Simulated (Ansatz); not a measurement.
**Two runs on CH$_{5}$GeNO**

System: CH$_{5}$GeNO, SMILES C[O][Ge][NH2].
Method of run 1: RKS PBE-D4/def2-TZVPP (Ansatz 0.2.0).

The geometry comes from this level: PBE0-D4/def2-TZVP. Text and figures count atoms from 1; the logs count them from 0 in places.

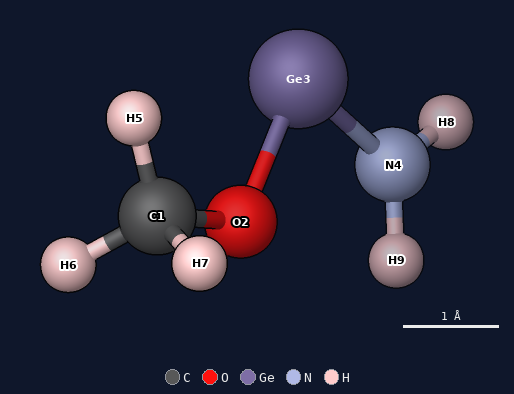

**Figure 1.** The structure as given in the input (ball-and-stick view, seen at a tilt; atoms are numbered from 1 in the order of the input). Sticks mark near contacts. Bond lengths as drawn: C–H 1.10 Å, C–O 1.40 Å, Ge–N 1.81 Å, Ge–O 1.80 Å and H–N 1.01 Å.

**Input file, run 1**
```yaml
crystal:
  periodic: [false, false, false]
  atoms:
    - {symbol: C, position_ang: [0.387044, 1.145658, -1.248396]}
    - {symbol: O, position_ang: [0.026578, 0.444569, -0.087166]}
    - {symbol: Ge, position_ang: [0.058996, -1.352683, -0.047933]}
    - {symbol: N, position_ang: [-0.500421, -1.433423, 1.674013]}
    - {symbol: H, position_ang: [0.677016, 0.482365, -2.075491]}
    - {symbol: H, position_ang: [-0.451879, 1.761325, -1.589679]}
    - {symbol: H, position_ang: [1.232354, 1.809214, -1.037631]}
    - {symbol: H, position_ang: [-0.642021, -2.294445, 2.174760]}
    - {symbol: H, position_ang: [-0.699167, -0.608880, 2.220422]}
basis:
  gaussian: {orbitals: def2-TZVPP}
hamiltonian: {xc: pbe, dispersion: d4}
output: {forces: true, orbitals: {seedname: orbitals}}
```

Launched with:
```bash
ansatz run in.yaml --threads 4 --pin off --events-out ev --progress --plain --max-ram 10444MiB
```

Hardware: 4 threads of Arm Neoverse V1, 23 GiB of memory available, shared host.

**Output (run 1)**
```
Functional definition: PBE
  parameter kappa = 0.804
  parameter beta = 0.06672455060314922
  exchange = pbe_x(kappa = kappa, mu = beta*pi^2/3)
  correlation = pbe_c(beta = beta)
1139 factors; their error is unknown
mean field evaluation 1: about -61144.0419 eV, gradient 9.9e1 eV
mean field evaluation 2: about -61045.4127 eV, gradient 2.1e2 eV
mean field evaluation 4: about -61161.2296 eV, gradient 2.8e1 eV
mean field evaluation 8: about -61162.6351 eV, gradient 3.0e-1 eV
mean field evaluation 16: about -61162.6163 eV, gradient 6.1e-3 eV
mean field -61162.61626342 eV, -2247.6846901702 hartree, gradient 1.7e-5 eV, S^2 0.000000; 0 other end points of the search recorded, 0 dependent functions left out
the calculation of the forces begins
reference -61162.61630166 eV, -2247.6846915758 hartree; 29, 29 occupied and 182, 182 virtual orbitals, 1139 factors
Total energy: -61162.77763633 eV, -2247.6906205155 hartree
Atom 0 at     0.387044     1.145658    -1.248396 Å, force     0.066845     0.102119    -0.212682 eV/Å
Atom 1 at     0.026578     0.444569    -0.087166 Å, force    -0.150581     0.345538     0.435213 eV/Å
Atom 2 at     0.058996    -1.352683    -0.047933 Å, force     0.174730    -0.603757    -0.488608 eV/Å
Atom 3 at    -0.500421    -1.433423     1.674013 Å, force    -0.035841    -0.005025     0.110192 eV/Å
Atom 4 at     0.677016     0.482365    -2.075491 Å, force     0.065899    -0.126208    -0.190765 eV/Å
Atom 5 at    -0.451879     1.761325    -1.589679 Å, force    -0.173678     0.143971    -0.082875 eV/Å
Atom 6 at     1.232354     1.809214    -1.037631 Å, force     0.181469     0.153656     0.033610 eV/Å
Atom 7 at    -0.642021    -2.294445     2.174760 Å, force    -0.051868    -0.296106     0.182329 eV/Å
Atom 8 at    -0.699167    -0.608880     2.220422 Å, force    -0.076974     0.285814     0.213586 eV/Å
Dipole moment:    -0.027327    -0.083195     0.090003 e Å
```

For run 2 the input was changed thus:
```diff
-hamiltonian: {xc: pbe, dispersion: d4}
+hamiltonian: {xc: {name: B3LYP}, dispersion: d4}
```

What does this change do to the results?

The total energies belong to different models, so their difference says nothing on which is more stable or more accurate. The largest force goes from 0.796 to 0.409 eV/Å. The HOMO goes from −5.77 to −6.79 eV. The LUMO goes from −1.81 to −1.28 eV.

**Output (run 2)**
```
Functional definition: B3LYP
  parameter a0 = 0.2
  parameter ax = 0.72
  parameter ac = 0.81
  exchange = (1 - a0 - ax)*slater_x + ax*b88_x + a0*exact_x
  correlation = (1 - ac)*vwn_rpa_c + ac*lyp_c
1170 factors; their error is unknown
mean field evaluation 1: about -61163.1633 eV, gradient 8.9e1 eV
mean field evaluation 2: about -61113.3086 eV, gradient 1.7e2 eV
mean field evaluation 4: about -61177.5950 eV, gradient 1.2e1 eV
mean field evaluation 8: about -61177.8559 eV, gradient 2.5e-1 eV
mean field evaluation 16: about -61178.0744 eV, gradient 5.7e-4 eV
mean field -61178.07438893 eV, -2248.2527658050 hartree, gradient 2.9e-5 eV, S^2 0.000000; 0 other end points of the search recorded, 0 dependent functions left out
the calculation of the forces begins
reference -61178.07464192 eV, -2248.2527751021 hartree; 29, 29 occupied and 182, 182 virtual orbitals, 1170 factors
Total energy: -61178.33652429 eV, -2248.2623991018 hartree
Atom 0 at     0.387044     1.145658    -1.248396 Å, force     0.082904     0.236473    -0.272534 eV/Å
Atom 1 at     0.026578     0.444569    -0.087166 Å, force    -0.060966     0.123998     0.177331 eV/Å
Atom 2 at     0.058996    -1.352683    -0.047933 Å, force     0.086025    -0.320680    -0.238481 eV/Å
Atom 3 at    -0.500421    -1.433423     1.674013 Å, force    -0.081809    -0.027470     0.253089 eV/Å
Atom 4 at     0.677016     0.482365    -2.075491 Å, force    -0.013315     0.040085     0.036654 eV/Å
Atom 5 at    -0.451879     1.761325    -1.589679 Å, force     0.045576    -0.023081     0.006832 eV/Å
Atom 6 at     1.232354     1.809214    -1.037631 Å, force    -0.039479    -0.025885    -0.021030 eV/Å
Atom 7 at    -0.642021    -2.294445     2.174760 Å, force    -0.008880    -0.000380     0.027635 eV/Å
Atom 8 at    -0.699167    -0.608880     2.220422 Å, force    -0.010056    -0.003059     0.030504 eV/Å
Dipole moment:    -0.015101    -0.113178     0.054843 e Å
```

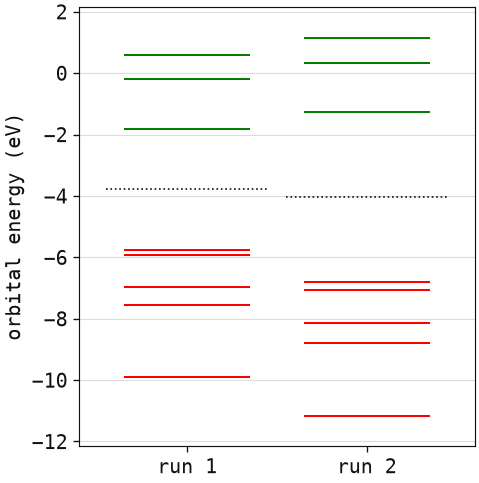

**Figure 2.** The five highest filled and three lowest empty orbital energies of the two runs; the dotted lines part filled from empty levels. The HOMO–LUMO gap is 3.97 eV in run 1 and 5.52 eV in run 2.

**The two runs side by side**

| quantity | run 1 | run 2 |
| --- | --- | --- |
| outcome | converged | converged |
| total energy (hartree) | −2247.690621 | −2248.262399 |
| HOMO (eV) | −5.77 | −6.79 |
| LUMO (eV) | −1.81 | −1.28 |
| dipole moment (D) | 0.60 | 0.61 |
| largest force (eV/Å) | 0.796 | 0.409 |
| basis functions | 211 | 211 |
| wall time (shared host) | 1.9 s | 3.3 s |
